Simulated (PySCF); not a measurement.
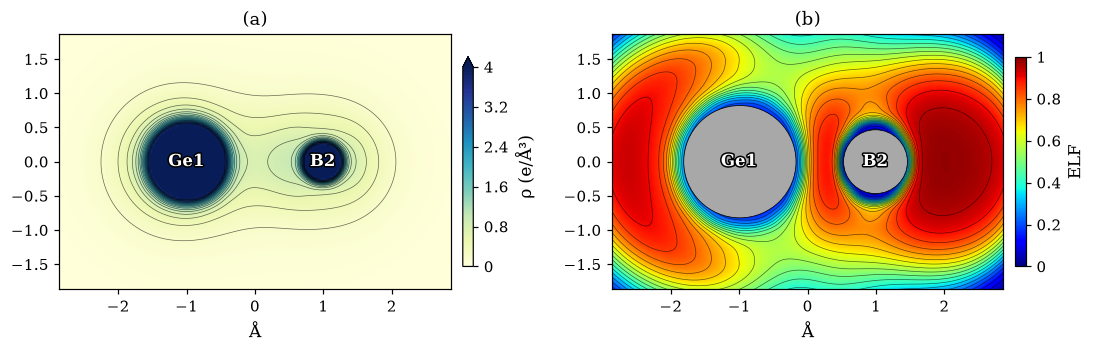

The picture shows: GeB (quartet). (a) total electron density; (b) electron localisation function on a plane that holds the molecular axis. Grey discs cover the atomic cores in the ELF map.

The calculation used PBE0/def2-TZVPPD, non-relativistic Hamiltonian with scalar-relativistic core potentials where named, at a bond length of 1.983 Å in PySCF 2.14.0.

**Describe what can be read from this map.**

- Atoms in the plane: Ge and B.
- Ge–B (1.98 Å): the density is about 0.76 e/Å³ at the midpoint; the ELF peaks at about 0.90 in the valence shell of B, 0.7 Å from its nucleus, and is about 0.65 at the midpoint.
- The ELF also peaks beside B2, away from the bonds: non-bonding electrons, paired or unpaired.
